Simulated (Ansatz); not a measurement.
# SnNH4Cl (SMILES [NH2][SnH2][Cl]): a chain of runs

Wanted: a series of 10 runs (HF/STO-3G, UHF/STO-3G, HF/3-21G, UHF/3-21G, PBE/def2-SVP) of ClH4NSn. 

The calculation is run with Ansatz 0.2.0.

## 1. The structure to begin with

The species is SnNH4Cl (7 atoms), meant as a singlet with charge 0. SMILES: `[NH2][SnH2][Cl]`. The shape is that of a PBE0-D4/def2-TZVP optimisation. This is one conformer, not always the lowest. The run starts from this shape.

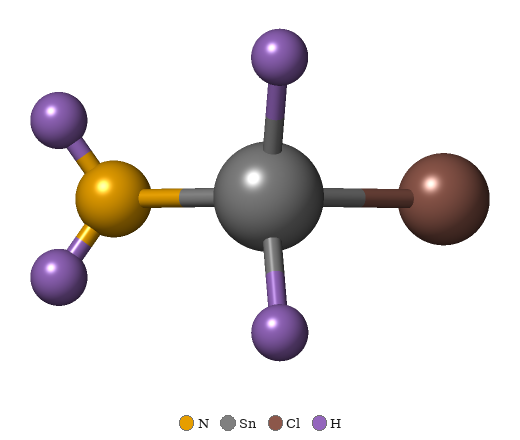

The structure, seen from a chosen angle (nitrogen amber, tin grey, chlorine brown, hydrogen purple).

## 2. A structure relaxation at HF/STO-3G (run 1)

The input, molecule.yaml:

```yaml
basis:
  gaussian:
    orbitals: STO-3G
crystal:
  periodic: [false, false, false]
  atoms:
    - symbol: "N"
      position_ang: [-0.972800, -0.020100, -0.835200]
    - symbol: Sn
      position_ang: [0.562300, 0.041400, 0.449100]
    - symbol: Cl
      position_ang: [0.846400, -2.133500, 1.251000]
    - symbol: H
      position_ang: [-1.803500, 0.485500, -0.566500]
    - symbol: H
      position_ang: [-0.756400, 0.165200, -1.803000]
    - symbol: H
      position_ang: [0.172800, 0.976800, 1.814600]
    - symbol: H
      position_ang: [2.012400, 0.416800, -0.355700]
hamiltonian:
  xc: hf
relax:
  f_tol: 0.002
output:
  orbitals: {seedname: orbitals}
```

Command:

```console
ansatz run molecule.yaml --threads 1 --pin off --max-ram 3480MiB --events-out events.jsonl --progress --plain --runs-dir runs
```

What it wrote, cut to the lines that bear on the results:

```text
Warning: RAYON_NUM_THREADS=1 ignored (pool sized by the plan → 1); use --threads N
[...]
Functional definition: HF
  name "HF"
[...]
632 factors; integrals over basis functions are off by at most 1.4e-5 eV
[...]
mean field -176167.36866109 eV, -6474.0313877639 hartree, gradient 1.9e-5 eV, S^2 0.000000; 0 other end points of the search recorded, 0 dependent functions left out
[...]
reference -176167.36866109 eV, -6474.0313877639 hartree; 39, 39 occupied and 6, 6 virtual orbitals, 632 factors
relax step   1: F+E_penalty+E_count = -176167.36866109 eV  Δ(F+E_penalty+E_count) = +0.000e0 eV  max|allowed force component| = 1.641e0 eV/Å  Δτ_max = 0.0000 Å  (23 SCF iters, accepted)
[...]
relax step   3: F+E_penalty+E_count = -176167.52662277 eV  Δ(F+E_penalty+E_count) = -1.076e-1 eV  max|allowed force component| = 3.352e-1 eV/Å  Δτ_max = 0.0850 Å  (21 SCF iters, accepted)
[...]
relax step   5: F+E_penalty+E_count = -176167.57577911 eV  Δ(F+E_penalty+E_count) = -5.012e-3 eV  max|allowed force component| = 8.515e-1 eV/Å  Δτ_max = 0.1036 Å  (25 SCF iters, accepted)
[...]
relax step   7: F+E_penalty+E_count = -176167.60232914 eV  Δ(F+E_penalty+E_count) = -2.102e-3 eV  max|allowed force component| = 1.085e-1 eV/Å  Δτ_max = 0.0269 Å  (22 SCF iters, accepted)
[...]
relax step   9: F+E_penalty+E_count = -176167.60297220 eV  Δ(F+E_penalty+E_count) = -6.431e-4 eV  max|allowed force component| = 1.402e-2 eV/Å  Δτ_max = 0.0086 Å  (22 SCF iters, accepted)
[...]
relax step  10: F+E_penalty+E_count = -176167.60303652 eV  Δ(F+E_penalty+E_count) = -6.432e-5 eV  max|allowed force component| = 4.762e-3 eV/Å  Δτ_max = 0.0051 Å  (22 SCF iters, accepted)
[...]
relax step  11: F+E_penalty+E_count = -176167.60306032 eV  Δ(F+E_penalty+E_count) = -2.379e-5 eV  max|allowed force component| = 1.316e-3 eV/Å  Δτ_max = 0.0033 Å  (22 SCF iters, accepted)
632 factors; integrals over basis functions are off by at most 1.4e-5 eV
[...]
mean field -176167.60306032 eV, -6474.0400017764 hartree, gradient 6.9e-6 eV, S^2 0.000000; 1 other end points of the search recorded, 0 dependent functions left out
[...]
reference -176167.60306032 eV, -6474.0400017764 hartree; 39, 39 occupied and 6, 6 virtual orbitals, 632 factors
Total energy: -176167.60306032 eV, -6474.0400017764 hartree
Atom 0 at    -0.860637     0.291000    -0.820688 Å, force    -0.000088     0.001316    -0.000278 eV/Å
Atom 1 at     0.577801     0.112994     0.443913 Å, force     0.000204    -0.000259     0.000224 eV/Å
Atom 2 at     0.708430    -2.116220     1.129941 Å, force    -0.000114    -0.000357     0.000016 eV/Å
Atom 3 at    -1.837827     0.275744    -0.545964 Å, force     0.000078    -0.000582    -0.000169 eV/Å
Atom 4 at    -0.794551    -0.042095    -1.777391 Å, force    -0.000289    -0.000532     0.000081 eV/Å
Atom 5 at     0.258692     0.971999     1.795371 Å, force    -0.000062     0.000260     0.000321 eV/Å
Atom 6 at     2.009292     0.438678    -0.270882 Å, force     0.000272     0.000154    -0.000194 eV/Å
Dipole moment:    -0.085559     0.625059    -0.233817 e Å
```

It took 15 s on 1 thread of Intel Xeon Platinum 8375C at 2.90GHz (Ice Lake), shared host; peak memory 0.13 GiB.

Steps, from the record of the run:

```csv
step,energy from the first frame kept (eV),largest force (eV/Å)
1,0.0000,2.2651
2,-0.0504,1.3532
3,-0.1580,0.4403
4,-0.2021,0.4103
5,-0.2071,0.9323
6,-0.2316,0.1824
7,-0.2337,0.1254
8,-0.2336,0.2201
9,-0.2343,0.0143
10,-0.2344,0.0048
11,-0.2344,0.0013
```

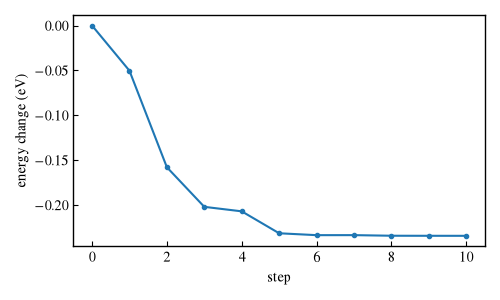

Energy along the run.

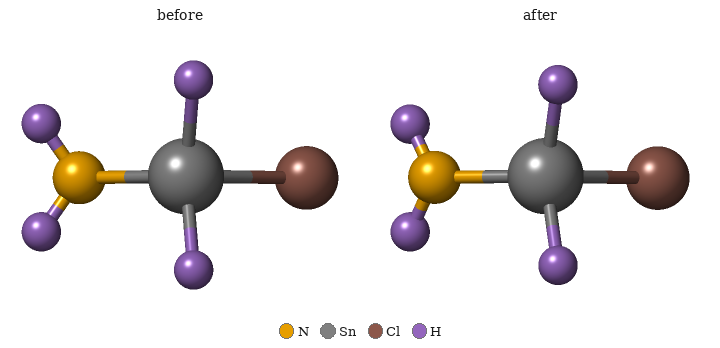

Before and after, at one scale.

After the run. Bond lengths: N1–Sn2 1.924 Å, Sn2–Cl3 2.336 Å, N1–H4 1.015 Å, N1–H5 1.015 Å, Sn2–H6 1.633 Å, Sn2–H7 1.633 Å. Angles: N1–Sn2–Cl3 108.9°, N1–Sn2–H6 110.4°, N1–Sn2–H7 110.4°, Cl3–Sn2–H6 105.7°, Cl3–Sn2–H7 105.7°, Sn2–N1–H4 122.7°, Sn2–N1–H5 122.7°, H6–Sn2–H7 115.4°, H4–N1–H5 108.2°.

## 3. Vibrational wavenumbers at HF/STO-3G (run 2)

The input, job.yaml:

```yaml
crystal:
  periodic: [false, false, false]
  atoms:
    - symbol: N
      position_ang: [-0.860637, 0.291000, -0.820688]
    - symbol: Sn
      position_ang: [0.577801, 0.112994, 0.443913]
    - symbol: Cl
      position_ang: [0.708430, -2.116220, 1.129941]
    - symbol: H
      position_ang: [-1.837827, 0.275744, -0.545964]
    - symbol: H
      position_ang: [-0.794551, -0.042095, -1.777391]
    - symbol: H
      position_ang: [0.258692, 0.971999, 1.795371]
    - symbol: H
      position_ang: [2.009292, 0.438678, -0.270882]
basis:
  gaussian:
    orbitals: STO-3G
hamiltonian:
  xc: hf
phonons:
  temperatures: {t_min: 298.15, t_max: 298.15, t_step: 1}
```

Command:

```console
ansatz run job.yaml --threads 1 --pin off --max-ram 3480MiB --events-out events.jsonl --progress --plain --runs-dir runs
```

What it wrote, cut to the lines that bear on the results:

```text
Warning: RAYON_NUM_THREADS=1 ignored (pool sized by the plan → 1); use --threads N
[... 2 set-up lines as earlier in the session ...]
[...]
630 factors; integrals over basis functions are off by at most 1.6e-5 eV
[...]
mean field -176167.60304823 eV, -6474.0400013324 hartree, gradient 7.8e-6 eV, S^2 0.000000; 0 other end points of the search recorded, 0 dependent functions left out
[...]
reference -176167.60304823 eV, -6474.0400013324 hartree; 39, 39 occupied and 6, 6 virtual orbitals, 630 factors
[...]
630 factors; integrals over basis functions are off by at most 1.6e-5 eV
[...]
mean field -176167.60280422 eV, -6474.0399923652 hartree, gradient 2.2e-6 eV, S^2 0.000000; 0 other end points of the search recorded, 0 dependent functions left out
[...]
reference -176167.60280422 eV, -6474.0399923652 hartree; 39, 39 occupied and 6, 6 virtual orbitals, 630 factors
[...]
reference -176167.60303218 eV, -6474.0400007425 hartree; 39, 39 occupied and 6, 6 virtual orbitals, 630 factors
Total energy: -176167.60304823 eV, -6474.0400013324 hartree
Atom 0 at    -0.860637     0.291000    -0.820688 Å, force    -0.000070     0.001356    -0.000291 eV/Å
Atom 1 at     0.577801     0.112994     0.443913 Å, force     0.000146    -0.000284     0.000182 eV/Å
Atom 2 at     0.708430    -2.116220     1.129941 Å, force    -0.000084    -0.000383     0.000048 eV/Å
Atom 3 at    -1.837827     0.275744    -0.545964 Å, force     0.000066    -0.000583    -0.000164 eV/Å
Atom 4 at    -0.794551    -0.042095    -1.777391 Å, force    -0.000292    -0.000534     0.000076 eV/Å
Atom 5 at     0.258692     0.971999     1.795371 Å, force    -0.000050     0.000268     0.000337 eV/Å
Atom 6 at     2.009292     0.438678    -0.270882 Å, force     0.000285     0.000160    -0.000187 eV/Å
Dipole moment:    -0.085559     0.625058    -0.233817 e Å
Vibrations: 179.20 258.10 339.67 423.30 491.87 685.16 734.06 827.46 886.07 974.42 1982.74 2292.84 2303.35 4024.55 4202.19 cm⁻¹, zero-point energy 1.277346 eV
```

Wall time 41 s (1 thread of Intel Xeon Platinum 8375C at 2.90GHz (Ice Lake), shared host); peak memory 0.13 GiB.

Runs 3 to 9 aren't shown in full; the table further down has their settings and results.

## 4. The harmonic vibrations at PBE/def2-SVP (core potential) (run 10)

The input, molecule.yaml:

```yaml
crystal:
  periodic: [false, false, false]
  atoms:
    - {symbol: N, position_ang: [-1.008660, -0.056694, -0.856193]}
    - {symbol: Sn, position_ang: [0.563765, 0.033042, 0.452675]}
    - {symbol: Cl, position_ang: [0.873526, -2.176906, 1.285264]}
    - {symbol: H, position_ang: [-1.810874, 0.516685, -0.570965]}
    - {symbol: H, position_ang: [-0.754067, 0.193936, -1.818498]}
    - {symbol: H, position_ang: [0.167434, 0.994661, 1.830180]}
    - {symbol: H, position_ang: [2.030075, 0.427377, -0.368163]}
basis:
  gaussian:
    orbitals: def2-SVP
phonons:
  temperatures: {t_min: 298.15, t_max: 298.15, t_step: 1}
hamiltonian:
  xc: pbe
```

Command:

```console
ansatz run molecule.yaml --threads 1 --pin off --max-ram 3480MiB --events-out events.jsonl --progress --plain --runs-dir runs
```

What it wrote, cut to the lines that bear on the results:

```text
Warning: RAYON_NUM_THREADS=1 ignored (pool sized by the plan → 1); use --threads N
Functional definition: PBE
  name "PBE"
[...]
890 factors; their error is unknown
[...]
mean field -19897.56586398 eV, -731.2220584466 hartree, gradient 1.1e-5 eV, S^2 0.000000; 0 other end points of the search recorded, 0 dependent functions left out
[...]
reference -19897.56590248 eV, -731.2220598615 hartree; 25, 25 occupied and 53, 53 virtual orbitals, 890 factors
[...]
890 factors; their error is unknown
mean field -19897.56573410 eV, -731.2220536736 hartree, gradient 2.7e-6 eV, S^2 0.000000; 0 other end points of the search recorded, 0 dependent functions left out
[...]
reference -19897.56577260 eV, -731.2220550886 hartree; 25, 25 occupied and 53, 53 virtual orbitals, 890 factors
[...]
890 factors; their error is unknown
[...]
reference -19897.56589064 eV, -731.2220594263 hartree; 25, 25 occupied and 53, 53 virtual orbitals, 890 factors
Total energy: -19897.56590248 eV, -731.2220598615 hartree
Atom 0 at    -1.008660    -0.056694    -0.856193 Å, force    -0.000262    -0.000014    -0.000243 eV/Å
Atom 1 at     0.563765     0.033042     0.452675 Å, force     0.000547     0.000464     0.000332 eV/Å
Atom 2 at     0.873526    -2.176906     1.285264 Å, force     0.000008    -0.000134     0.000059 eV/Å
Atom 3 at    -1.810874     0.516685    -0.570965 Å, force     0.000182    -0.000045    -0.000161 eV/Å
Atom 4 at    -0.754067     0.193936    -1.818498 Å, force    -0.000147     0.000052     0.000184 eV/Å
Atom 5 at     0.167434     0.994661     1.830180 Å, force     0.000007    -0.000215    -0.000263 eV/Å
Atom 6 at     2.030075     0.427377    -0.368163 Å, force    -0.000335    -0.000108     0.000092 eV/Å
Dipole moment:    -0.111091     0.702873    -0.275628 e Å
Vibrations: 47.67 149.83 346.22 364.90 397.02 522.57 600.07 628.66 646.63 833.47 1476.05 1848.13 1874.90 3443.93 3551.45 cm⁻¹, zero-point energy 1.037220 eV
```

Run time: 42 s. Hardware: 1 thread of Intel Xeon Platinum 8375C at 2.90GHz (Ice Lake), shared host; peak memory 0.12 GiB.

## 5. Overview of the runs

```csv
run,level,task,walk f tol,partner,energy (Eh),dipole moment (D),wall time
1,HF/STO-3G,optimise,0.002,base,-6474.040002,3.23,15 s
2,HF/STO-3G,frequencies,–,base,-6474.040001,3.23,41 s
3,UHF/STO-3G,energy,–,cation,-6473.816122,–,0.99 s
4,UHF/STO-3G,optimise,–,cation,-6473.848466,–,17 s
5,HF/3-21G,optimise,0.002,base,-6510.505710,4.60,17 s
6,HF/3-21G,frequencies,–,base,-6510.505710,4.60,56 s
7,UHF/3-21G,energy,–,cation,-6510.190447,–,3.6 s
8,UHF/3-21G,optimise,–,cation,-6510.219971,–,26 s
9,PBE/def2-SVP (core potential),optimise,0.002,base,-731.222060,3.67,13 s
10,PBE/def2-SVP (core potential),frequencies,–,base,-731.222060,3.67,42 s
```

## 6. What came out

```
                                                                          quantity          value
                                                run 10, PBE/def2-SVP: total energy  -731.22206 Eh
                                               run 10, PBE/def2-SVP: dipole moment         3.67 D
                                    run 10, PBE/def2-SVP: largest force on an atom     0.001 eV/Å
                                  run 10, PBE/def2-SVP: lowest harmonic wavenumber        48 cm⁻¹
                                 run 10, PBE/def2-SVP: highest harmonic wavenumber      3551 cm⁻¹
                                           run 10, PBE/def2-SVP: zero-point energy   100.1 kJ/mol
                     vertical ionisation energy (to the doublet cation), HF/STO-3G       6.092 eV
                      vertical ionisation energy (to the doublet cation), HF/3-21G       8.579 eV
adiabatic ionisation energy (to the doublet cation, no zero-point term), HF/STO-3G       5.212 eV
 adiabatic ionisation energy (to the doublet cation, no zero-point term), HF/3-21G       7.775 eV
```

What this shows: At HF/STO-3G: removing an electron at fixed nuclei costs 6.09 eV (140 kcal/mol). In a minimal basis such a difference can be off by several eV, whatever the method. At HF/3-21G: removing an electron at fixed nuclei costs 8.58 eV (198 kcal/mol). At HF/STO-3G: the adiabatic ionisation energy (to the doublet cation, no zero-point term) is 5.21 eV (120 kcal/mol). At HF/3-21G: the adiabatic ionisation energy (to the doublet cation, no zero-point term) is 7.78 eV (750 kJ/mol). Some runs of one species differ in core potentials or relativity; totals across that change don't compare. In runs 1, 2, 3, 4 the basis is minimal, so the values are rough. In runs 1, 2, 3, 4, 5, 6, 7, 8 relativity is left out where basis or elements ask for it. All runs together took 3.8 min, the longest 56 s.
